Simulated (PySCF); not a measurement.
Input file:

```
{"job": {"kind": "nmr", "xc": "PBE0", "basis": "pcSseg-1"}, "charge": 0, "multiplicity": 1}
O     -0.146786     1.288920    -1.954305
C     -0.387006     0.142906    -1.634256
C     -0.828723    -0.206838    -0.296067
Si    -2.421345    -1.242748    -0.372450
Si    -1.018629     1.518639     0.522386
Si     0.575719    -1.237133     0.485293
O      1.976707    -0.456300     0.347823
Si     3.078984     0.685399    -0.021215
H     -0.257383    -0.676507    -2.367963
H     -2.747508    -1.722790     0.969654
H     -3.516231    -0.424137    -0.896882
H     -2.222580    -2.392030    -1.261862
H     -2.033872     2.270859    -0.209693
H      0.248839     2.233937     0.601692
H     -1.514550     1.274858     1.888091
H      0.321000    -1.415223     1.910722
H      0.771254    -2.495575    -0.235447
H      3.003819     1.690274     1.037152
H      2.770205     1.223153    -1.339886
H      4.342938    -0.048984     0.004783
```

Run with:

```sh
OMP_NUM_THREADS=1 python probes_run.py task.json out
```

Geometry: GFN2-xTB.

All numbers below come from PBE0/pcSseg-1, SCF density, gas phase, non-relativistic in PySCF 2.14.0.

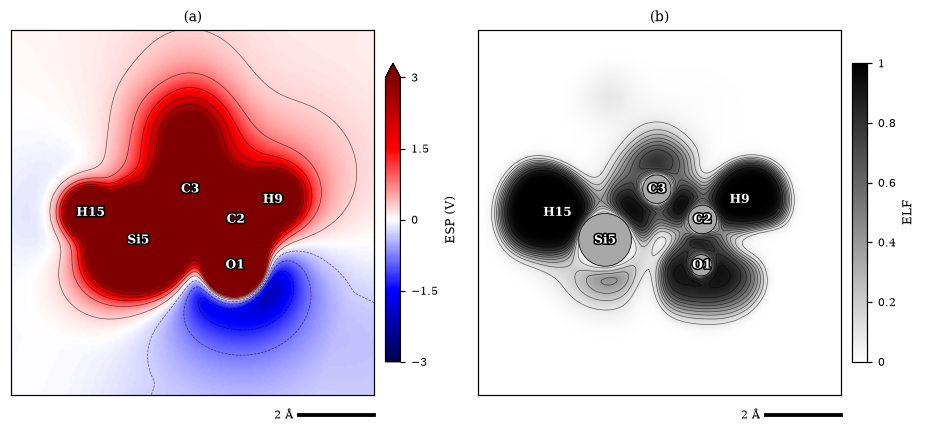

C2H12O2Si4 (SMILES O=CC([SiH3])([SiH3])[SiH2]O[SiH3]). (a) molecular electrostatic potential; (b) electron localisation function on the plane of atoms C3, Si5 and H15. Grey discs cover the atomic cores in the ELF map.

**Describe what can be read from this map.**

- Atoms in the plane: O, C, Si and H.
- C–O (1.21 Å): the ELF peaks at about 0.85 between the atoms: a short, multiple covalent bond.
- C–C (1.45 Å): the ELF peaks at about 0.95 between the atoms; localised, covalent bonding.
- C–Si (1.92 Å): the ELF peaks at about 0.95 between the atoms; a covalent bond.
- C–H (1.11 Å): the ELF climbs to about 1 towards the hydrogen, as it does in any bond to H (an ordinary covalent bond to hydrogen).
- Si–H (1.47 Å): the ELF climbs to about 1 towards the hydrogen.
- The ELF also peaks beside O1, away from the bonds: lone-pair regions.
- Outside the dense part of the molecule the potential is most negative (−2.0 V) near O1.
